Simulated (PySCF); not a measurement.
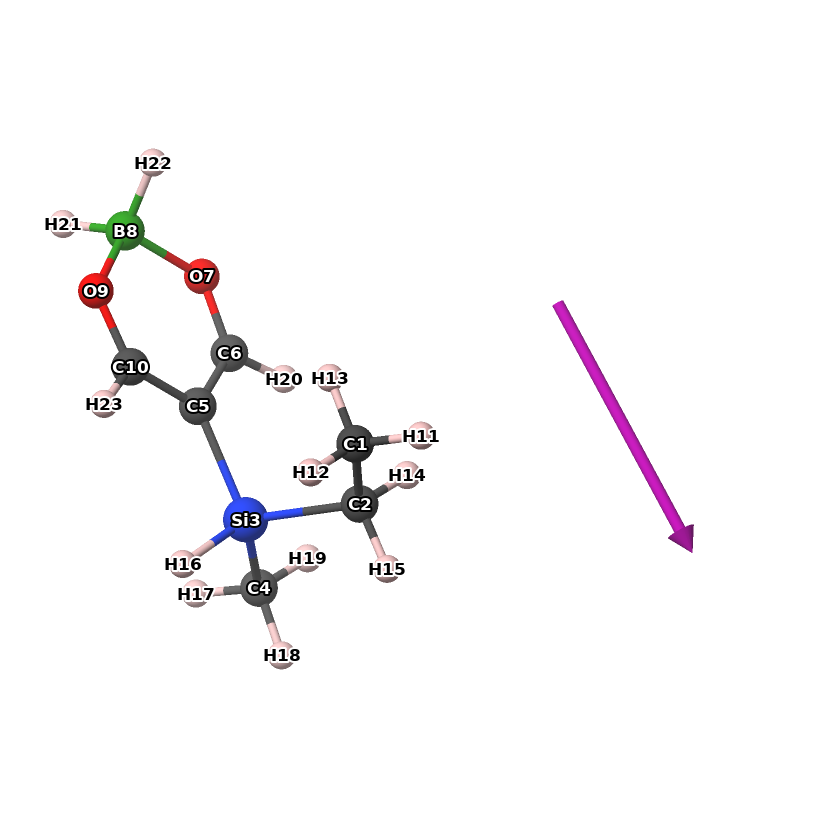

The arrow beside the molecule shows the direction of the dipole moment, from the negative to the positive end (its length means nothing). Computed geometry: GFN2-xTB optimisation. No frequency run is at hand to confirm it as a minimum. Level of theory: PBE0/pcSseg-1, gas phase (PySCF 2.14.0).

**How large is the dipole moment?**

4.73 D; it points from the side of H21, H22 to the side of H15, H18 (the outermost atoms at the two ends).

The geometry is semi-empirical. Around B, Si such bond lengths and angles can be off by a tenth of an ångström or more and by several degrees, and values that hang on the shape move with them.
